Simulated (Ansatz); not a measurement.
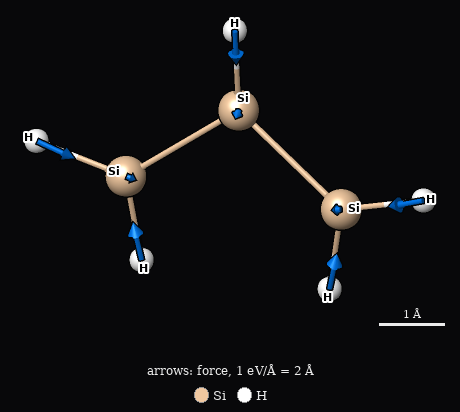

Starting geometry of Si₃H₅ (charge +1) with the computed forces as blue arrows. A ball-and-stick model, seen at a tilt.

It is one of the separated reactants of a reaction.

These are results of Ansatz, RKS PBE0-D4/def2-TZVP, not measurements.

Input
```yaml
crystal:
  periodic: [false, false, false]
  atoms:
    - {symbol: Si, position_ang: [-1.231893, 0.952373, -0.872014]}
    - {symbol: Si, position_ang: [0.259718, 0.728774, 0.754320]}
    - {symbol: Si, position_ang: [1.053051, -1.332332, 0.548599]}
    - {symbol: H, position_ang: [-1.723901, -0.295925, -1.532192]}
    - {symbol: H, position_ang: [-1.845444, 2.245485, -1.303047]}
    - {symbol: H, position_ang: [0.955145, 1.854027, 1.445463]}
    - {symbol: H, position_ang: [2.262008, -1.861481, 1.250603]}
    - {symbol: H, position_ang: [0.271318, -2.290920, -0.291733]}
basis:
  gaussian: {orbitals: def2-TZVP}
total_charge: 1
hamiltonian: {xc: pbe0, dispersion: d4}
relax: {f_tol: 0.005, max_steps: 200}
```

Launched with:
```bash
ansatz run in.yaml --threads 2 --pin off --events-out ev --progress --plain --max-ram 4352MiB
```

Q: What follows when this structure is relaxed?

A: It isn't relaxed: the largest force vector, on H atoms, is 0.35 eV/Å. The final displacements have little in common with the starting forces (cosine between the two patterns 0.29). The energy falls by 0.159 eV in 13 geometry steps. Largest force component: 0.31 eV/Å at the start, 0.0012 eV/Å at the end. The largest moves after the best rigid fit, 0.96 Å, are those of H5 and H7. By element the largest moves are H 0.96 Å, Si 0.67 Å. Some distances before and after: Si1–Si3 3.530 → 2.855 Å, Si1–H4 1.495 → 1.478 Å, Si1–H5 1.495 → 1.479 Å, Si2–H6 1.492 → 1.485 Å. Among the angles between lasting bonds that change: Si1–Si2–Si3 105.4° → 80.1°, Si1–Si2–H6 125.2° → 114.8°.
